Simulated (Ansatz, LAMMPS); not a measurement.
# Elastic response of glassy 63SiO2-14B2O3-11Na2O-11CaO (mol %) (111 atoms), part 5 of 5

Aim: relax glassy 63SiO2-14B2O3-11Na2O-11CaO (mol %) (111 atoms), then change its volume and shape to read moduli from the stress.

Ansatz 0.2.0; Kohn-Sham DFT, PBEsol, PAW (set soft_2), plane waves.

The cell: 22 Si, 10 B, 8 Na, 4 Ca and 67 O. The quench rate of 10 K/ps is many orders above laboratory rates. The network of bonds at the start is that of the classical potential that made the cell. Only the Γ point is sampled.

So far. Step 11 (Compressed by 1 % along x): The relaxation converged after 7 steps, 0.0889 eV below its start, with a largest force component of 0.028 eV/Å. Step 11 (Compressed by 1 % along x): Compressed by 1 % along x: the energy stands 0.0434 eV above that of the reference, at a pressure of 0.584 GPa.

## (12) Sheared by 2 % in xy

A shear of the relaxed cell gives the modulus that volume changes can't reach.

Input file input.yaml:

```yaml
crystal:
  lattice:
    - [11.36936, 0.6119, 0.44278]
    - [0.60602, 10.78095, 0.10292]
    - [0.44381, 0.10735, 11.24015]
  atoms:
    [... the 111 atom lines of step 5 ...]
kpoints:
  mp_grid: { grid: [1, 1, 1] }
hamiltonian:
  xc: pbesol
scf:
  occupations: { method: gaussian, width: 0.025 }
output:
  forces: true
  eigenvalues: true
  stress: true
relax:
  f_tol: 0.05
  max_steps: 70
```

On the command line:

```console
ansatz run input.yaml --threads 4 --pin off --max-ram 8192MiB --backend cpu --events-out ev --progress --plain --runs-dir out
```

Numbers of over 12 decimals in the logs are rounded to 6 here.

What it wrote:

```text
[...]
Crystal: 111 atoms, lattice volume = 1371.378 Å³
Basis set: ecut = 420 eV, 26805 PW (Γ), exchange–correlation on 160×150×160 points (8 copies of the dense FFT grid, shifted against one another)
Bands: 427, of which v1, the nominal top of the filled ones, is band 316 counted from 1 (315 counted from 0)
Symmetry: 1 space group operations
[...]
k-points: 1
[...]
SCF iter   1: F=—  HF=-71879.790511 eV  |F-HF|=—  |Δ(HF+E_count)|=         —  Δρ=1.17e-2  dr2=1.53e0  ethr=1.77e-3  ⟨swp⟩=7.0  Hψ=2171  notcnv=0  defer=95
[...]
SCF iter   7: F=-71879.360534 eV  HF=-71879.360530 eV  |F-HF|=4.13e-6  |Δ(HF+E_count)|=   2.39e-5  Δρ=2.44e-5  dr2=8.23e-6  ethr=9.82e-9  ⟨swp⟩=17.0  Hψ=2588  notcnv=0
SCF 1 converged in 7 iterations: F = -71879.360534 eV  dr2 = 8.23e-6
[...]
relax step   1: F+E_penalty+E_count = -71879.36053405 eV  Δ(F+E_penalty+E_count) = +0.000e0 eV  max|allowed force component| = 6.223e-1 eV/Å  Δτ_max = 0.0000 Å  (7 SCF iters, dr2 threshold 6.25e-5 eV, accepted)
[...]
relax step   2: F+E_penalty+E_count = -71879.44092266 eV  Δ(F+E_penalty+E_count) = -8.039e-2 eV  max|allowed force component| = 3.731e-1 eV/Å  Δτ_max = 0.0230 Å  (5 SCF iters, dr2 threshold 2.42e-5 eV, accepted)
[...]
relax step   3: F+E_penalty+E_count = -71879.48598166 eV  Δ(F+E_penalty+E_count) = -4.506e-2 eV  max|allowed force component| = 1.320e-1 eV/Å  Δτ_max = 0.0331 Å  (6 SCF iters, dr2 threshold 8.70e-6 eV, accepted)
relax step   4: F+E_penalty+E_count = -71879.49097106 eV  Δ(F+E_penalty+E_count) = -4.989e-3 eV  max|allowed force component| = 6.061e-2 eV/Å  Δτ_max = 0.0154 Å  (7 SCF iters, accepted)
relax step   5: F+E_penalty+E_count = -71879.48227381 eV  Δ(F+E_penalty+E_count) = +8.697e-3 eV  max|allowed force component| = 1.613e-1 eV/Å  Δτ_max = 0.0732 Å  (9 SCF iters, rejected (line search))
[...]
relax step   6: F+E_penalty+E_count = -71879.49795738 eV  Δ(F+E_penalty+E_count) = -6.986e-3 eV  max|allowed force component| = 2.642e-2 eV/Å  Δτ_max = 0.0357 Å  (9 SCF iters, accepted)
SCF converged after 9 iterations
Free energy (F): -71879.497957 eV
[...]
Internal energy: -71879.497957 eV  (E = F + TS)
E sigma→0 (E₀):  -71879.497957 eV
Fermi energy:    5.846304 eV
[...]
--- Forces (eV/Å), atoms counted from 1 ---
  atom   1  Si     0.01333008    -0.00913052    -0.01401846
  atom   2  Si    -0.00837506     0.01236107    -0.00926558
  atom   3  Si    -0.01472852     0.02174409    -0.00696370
  atom   4  Si     0.01249888     0.02374101    -0.00057616
  atom   5  Si     0.00212595    -0.00317267     0.00687928
  atom   6  Si     0.00576366    -0.01628756    -0.00074583
  atom   7  Si    -0.01444879     0.01093734    -0.00145061
  atom   8  Si     0.00362313    -0.00687833     0.00808080
  atom   9  Si    -0.01265971    -0.00692534    -0.01419257
  atom  10  Si    -0.00260676    -0.00458422    -0.01814632
  atom  11  Si    -0.00515375     0.00624670     0.00449803
  atom  12  Si    -0.00422071    -0.00921171    -0.00148075
  atom  13  Si    -0.00005036     0.02333073     0.01695435
  atom  14  Si     0.00458955    -0.00840853    -0.01076137
[...]
atom 110  O     -0.00397993    -0.00721770     0.00376864
  atom 111  O      0.01867759     0.00275340    -0.00982102
  max |Σ_I F_I| component: 3.89e-5 eV/Å
--- Stress (GPa, compression-positive) ---
        0.142656      -0.657029      -0.046274
       -0.657029      -0.011703      -0.017055
       -0.046274      -0.017052      -0.036794
  P = ⅓ Tr σ = 0.0314 GPa (0.314 kbar)
--- Band table (eV) ---
[...]
--- Relaxed structure (6 steps of the walk, 5 accepted, 0 SCFs on fresh bases) ---
  F+E_penalty+E_count = -71879.49795738 eV   max|allowed force component| = 2.642e-2 eV/Å
  atoms:
    - { symbol: Si, position: [0.875323, 0.954100, 0.081905] }
    - { symbol: Si, position: [0.675557, 0.071812, 0.676323] }
    - { symbol: Si, position: [0.736771, 0.560355, 0.284625] }
    - { symbol: Si, position: [0.256660, 0.120305, 0.114637] }
[...]
- { symbol: O, position: [0.360256, 0.689471, 0.781173] }
```

Elapsed: 70 s, on 4 threads of Intel Xeon Platinum 8559C (Emerald Rapids), shared host; peak memory 2.1 GiB.

The relaxation converged after 6 steps, 0.137 eV below its start, with a largest force component of 0.026 eV/Å.

Sheared by 2 % in xy: the energy stands 0.0487 eV above that of the reference, at a pressure of 0.0314 GPa.

## (13) Pressure against volume

Atoms are relaxed at each volume, in the scaled cell.

```csv
volume change (%),volume (Å³/atom),energy change (meV/atom),pressure (GPa),largest move on relaxing (Å),bonds,gap (eV)
-10,11.120,13.55,4.28,1.39,190,4.35
-6,11.615,7.25,3.33,0.70,189,4.41
-3,11.985,1.77,1.62,0.21,186,4.34
+0,12.356,0.00,0.00,-,186,4.25
+3,12.727,1.76,-1.47,0.20,185,4.15
+6,13.097,-0.13,-2.18,0.93,185,3.91
```

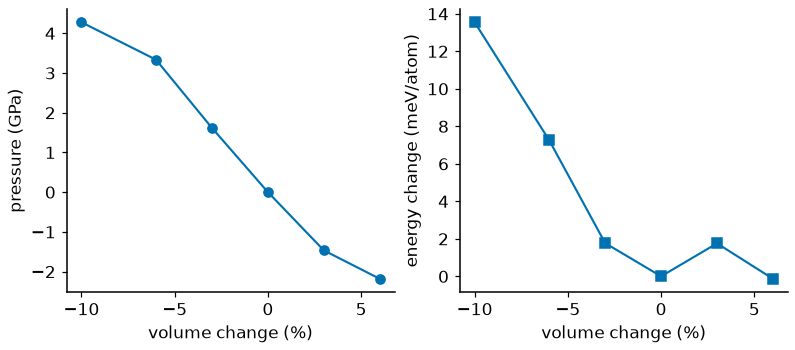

Pressure and energy against volume.

## (14) Uniaxial strain and shear

Stress (GPa, compression positive) less that of the relaxed cell, atoms relaxed:

| strain | xx | yy | zz | xy | energy change (meV/atom) |
| --- | --- | --- | --- | --- | --- |
| stretched by 1 % along x | -1.104 | -0.350 | -0.245 | 0.051 | 0.39 |
| compressed by 1 % along x | 1.099 | 0.378 | 0.275 | -0.063 | 0.39 |
| sheared by 2 % in xy | 0.138 | -0.007 | -0.035 | -0.664 | 0.44 |

## (15) Findings

The bulk modulus, from the slope of pressure against ln V over the three points nearest the relaxed volume, is 51.4 GPa; between neighbouring points the slope runs 22, 55, 53, 50 and 25 GPa from the smallest volume up, without a steady fall, so no pressure derivative is given, and the cell yields more easily when compressed beyond -6 %. The count of bonds runs from 185 to 190 over the series, so at some points contacts cross the cutoffs. At -10 %, -6 % and +6 % some atom moved by over 0.5 Å on relaxing, so those points may sit in another local minimum. The gap goes from 4.35 eV at the smallest volume to 3.91 eV at the largest, -2.6 eV per unit of ln V by a straight line, not monotonically (lowest 3.91, highest 4.41 eV), on the run's k-points. In the Cartesian axes of the cell, finite differences give C11 = 110, C12 = 36.4, C13 = 26.0 and C66 = 33.2 GPa (the shear of 2 % is the engineering strain, εxy = 0.01). The mean of C11, C12 and C13, which equals the bulk modulus in a cubic or isotropic solid, is 57.5 GPa: it lies 12 % over the bulk modulus from the volumes. For an isotropic solid C66 would equal (C11 − C12)/2 = 36.9 GPa; so small a sample needn't be isotropic, and C66 rests on one shear. With the bulk modulus and C66 as K and G, Young's modulus would be about 82 GPa and Poisson's ratio 0.23.

Caveats: Strains are finite and relaxations stop at the force tolerance of the input, which can leave moduli too stiff; they are those of a static cell at zero temperature. Volumes are changed with the cell's shape held, so in an anisotropic solid the modulus lies over the one under free hydrostatic load. The program notes that the SCF threshold of the relaxations is loose for the stress.

The DFT runs together took 27 min of wall time.

[Logs are printed without paths, hosts, clocks, repeated set-up lines and the standing remarks that a program may print on its own settings, such as how far it seeks lower states.]

[Hosts, paths, dates, database ids (printed as entryN), source tags and the programs' standing remarks are cut or masked in the printed files.]
